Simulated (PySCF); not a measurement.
Te(OH)2, H2O2Te, SMILES O[Te]O, PBE0/def2-SVP optimised geometry. Atoms within 1.6 Å of the plane z = 1.5 Å (x, y, z in Å): Te1 (-0.97, -1.13, 0.00), O2 (-1.30, 0.83, 0.00), H3 (-1.24, 1.13, 0.92), O4 (1.01, -1.13, 0.00).

Method: PBE0/def2-TZVP, def2 effective core potentials past Kr in PySCF. The core electrons that the potentials of Te replace are not part of the density.

Map of the electron localisation function on the plane z = 1.5 Å:

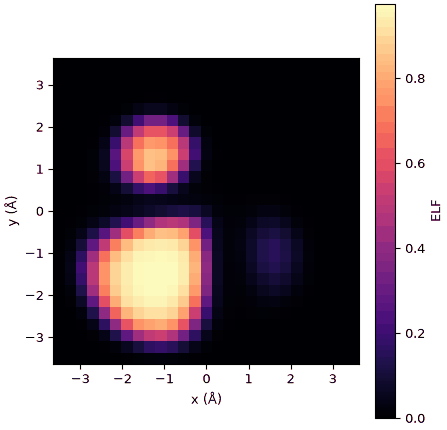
Fig. 1. Electron localisation function on the plane z = 1.5 Å.
